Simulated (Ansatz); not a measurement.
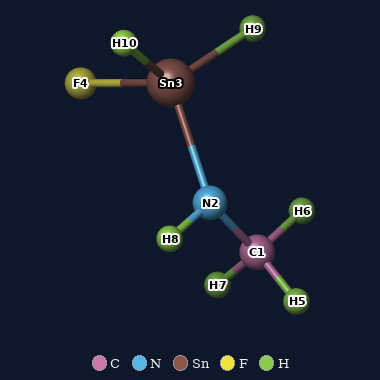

The system is CH₆FNSn (SMILES C[NH][SnH2][F]) with the probe H2O; the picture shows it without the atoms that are moved over the map. The probe is moved over a plane parallel to the molecule's main plane, 3.90 Å above it. First axis: x of the probe's H atom. Second axis: y of the probe's H atom. Nothing is relaxed (molecule and probe rigid, the probe upright with H nearest the plane). The grid has 17 × 15 points. Points are written as (first, second). All energies are given in kJ/mol relative to the lowest grid point. The calculation used RKS PBE0-D4/def2-SVP in Ansatz 0.2.0.

Range: x of the probe's H atom from −4.16 to 4.16 Å; y of the probe's H atom from −3.64 to 3.64 Å.

What landscape does the calculation give?

Answer. The lowest grid point is at (−3.12 Å, −1.56 Å). There is a further well near (3.64 Å, 2.60 Å) (2.47 kJ/mol above the lowest at that grid point). The highest grid point, (1.04 Å, 0.52 Å), lies 5.36 kJ/mol above the lowest. Near the minimum the curvatures are about 0.0075 and 0.012 eV/Å² along the soft and the stiff direction.

```tsv
y of the probe's H atom ↓, x of the probe's H atom →	−4.16	−3.12	−2.08	−1.04	0.00	1.04	2.08	3.12	4.16
3.64	3.40	3.52	3.54	3.48	3.33	3.01	2.68	2.54	2.54
3.12	3.31	3.45	3.49	3.51	3.43	3.05	2.65	2.50	2.50
2.60	3.15	3.32	3.41	3.57	3.60	3.17	2.67	2.49	2.48
2.08	2.92	3.12	3.36	3.74	3.90	3.52	2.88	2.56	2.51
1.56	2.59	2.84	3.32	3.97	4.32	4.25	3.42	2.75	2.57
1.04	2.15	2.43	3.17	4.12	4.65	5.09	4.17	3.02	2.66
0.52	1.64	1.84	2.77	3.97	4.55	5.36	4.61	3.23	2.74
0.00	1.11	1.14	2.06	3.43	3.97	4.74	4.39	3.27	2.80
−0.52	0.66	0.47	1.23	2.68	3.26	3.76	3.79	3.17	2.83
−1.04	0.38	0.07	0.63	2.05	2.78	3.12	3.31	3.06	2.84
−1.56	0.31	0.00	0.44	1.73	2.62	2.95	3.11	2.99	2.86
−2.08	0.43	0.21	0.61	1.71	2.62	2.98	3.06	2.98	2.87
−2.60	0.65	0.57	0.97	1.85	2.66	3.02	3.07	2.98	2.91
−3.12	0.96	0.97	1.36	2.07	2.72	3.04	3.08	3.01	2.95
−3.64	1.27	1.36	1.72	2.29	2.80	3.06	3.10	3.05	2.97
```

The table holds every second grid line.

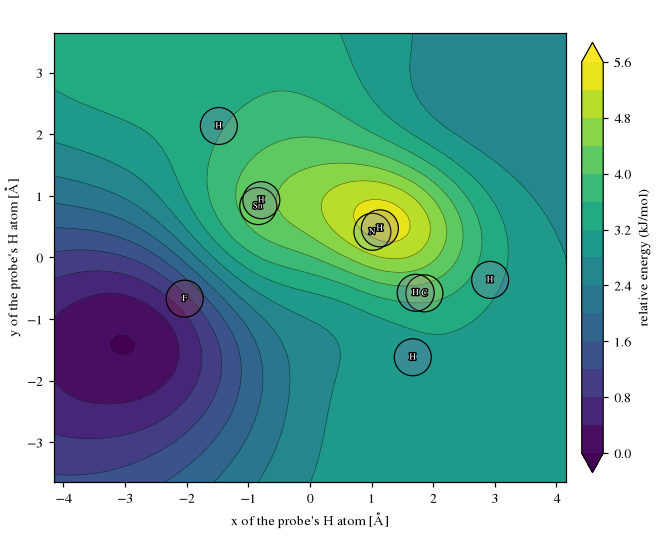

The picture shows filled contours, labelled circles for the molecule's atoms, projected on the plane, one colour for all values above the top of the scale. Between grid points the surface is interpolated.

The whole map (255 points run) took 51 min on 1 thread of Arm Neoverse N1, with other jobs on the host.
